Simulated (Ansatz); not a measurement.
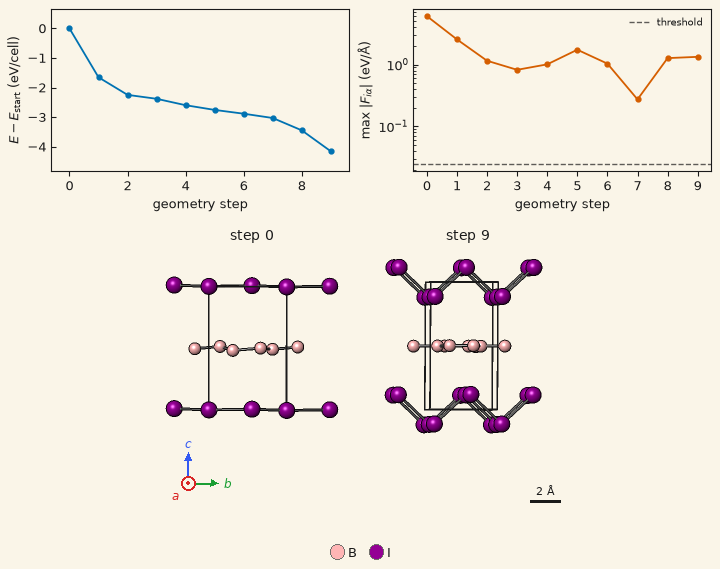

First and last geometry of a relaxation of crystalline B2I (a generated structure, set up in P1) (coarse preliminary run), with the history of the run. The picture is a ball-and-stick view of the cell of the calculation, seen along the a axis.

Computed with DFT PBE, scalar-relativistic, plane waves, PAW (Ansatz).

Input
```yaml
crystal:
  lattice:
    - [3.1291621435, 0.0295049457, 0.0056748875]
    - [0.051104065, 5.3260255451, -0.0190487199]
    - [0.0157317225, -0.0304876666, 8.4583286265]
  atoms:
    - { symbol: B, position: [0.8825950723, 0.3090930938, 0.4825541473] }
    - { symbol: B, position: [0.6008305732, 0.8208682464, 0.4937349881] }
    - { symbol: B, position: [0.5333077568, 0.1450084738, 0.5137059823] }
    - { symbol: B, position: [1.0122316991, 0.6667769872, 0.5026703415] }
    - { symbol: I, position: [0.0271271258, 0.0025185722, -0.0005985993] }
    - { symbol: I, position: [0.4439077727, 0.5557346266, 0.00793314] }
basis:
  ecutwfc: 420
kpoints:
  mp_grid: { grid: [8, 4, 4] }
hamiltonian:
  xc: pbe
scf:
  occupations: { method: gaussian, width: 0.2 }
  lower_state_search: "off"
output:
  forces: true
  stress: true
  eigenvalues: true
relax:
  adjacent_minimum: "off"
  f_tol: 0.025
  max_steps: 60
  cell: { stress_tol: 0.25 }
```

Command:
```bash
ansatz run input.yaml --threads 1 --pin off --max-ram 2048MiB --backend cpu --events-out ev --progress --plain --runs-dir out
```

**Did the run converge, and what did it change?**

The run was cut off at its time limit before the relaxation converged, so the last structure is only a point on the way. I5 moves most relative to the cell: 1.04 Å along [−1 1 −2]. By element the largest moves are I 1.04 Å, B 0.47 Å. The drawn cell changes as follows: a 3.129 → 3.230 Å (+3.2 %), b 5.326 → 4.667 Å (−12.4 %), c 8.458 → 8.733 Å (+3.2 %), α 90.4° → 89.6°, β 89.8° → 88.7°, γ 88.9° → 75.0°; the volume changes by −9.8 %. Among the contacts that change: I5–I6 3.028 → 3.723 Å, I5–I6 (another image) 3.245 → 3.770 Å, I5–I6 (another image) 2.693 → 3.191 Å, B1–B3 2.218 → 1.816 Å. New bonds form: B1–B3 (2.22 → 1.82 Å), B2–B4 (2.03 → 1.68 Å). Among the angles between lasting bonds that change: I6–I5–I6 175.9° → 101.8°, B3–B2–B4 128.1° → 88.5°, B1–B4–B2 109.4° → 89.3°. The space group stays P1 (No. 1). The energy falls by 4.154 eV per cell of the calculation in 9 geometry steps. The largest force component goes from 6.1 to 1.3 eV/Å. Pressure: 4.77 GPa at the start and −3.15 GPa at the end. Cost: 4.4 min on 1 thread of Arm Neoverse V2 (shared host), peak memory 0.49 GiB.

```tsv
step	E − E(0), meV/atom	largest force component, eV/Å	pressure, GPa	volume, Å³/atom
0	0.00	6.0666	4.77	23.492
1	-275.39	2.5513	0.56	23.549
2	-374.43	1.1517	3.20	22.418
3	-396.51	0.8216	1.46	22.803
4	-432.69	1.0071	-0.82	23.196
5	-459.22	1.7357	-1.09	22.982
6	-480.54	1.0338	1.51	22.228
7	-504.80	0.2732	-1.12	22.362
8	-574.35	1.2702	-2.57	21.810
9	-692.40	1.3321	-3.15	21.193
```
